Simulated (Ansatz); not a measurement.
The starting structures come from a database of crystals and need not be the phases stable at ambient conditions.

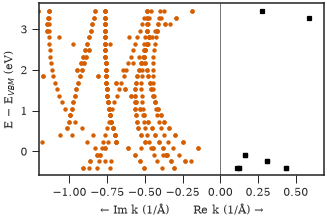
Figure. Complex bands at the centre of the two-dimensional zone; r2SCAN (Ansatz, a first-principles code)

No gap correction and no spin-orbit coupling; mid-gap values are interpolated between computed energies.

Task: This is Ba2ZnWO6 (Fm-3m, not sure to be the ambient phase, 10 atoms a cell, 14.1 Å³ an atom, -8 GPa at this level) along the normal of (001). Read off the slowest decay at the centre of the two-dimensional zone at 1.68 eV, the computed energy nearest the middle of the gap.

Result: κ ≈ 0.45 1/Å, a decay length 1/(2κ) of the density of 1.1 Å.
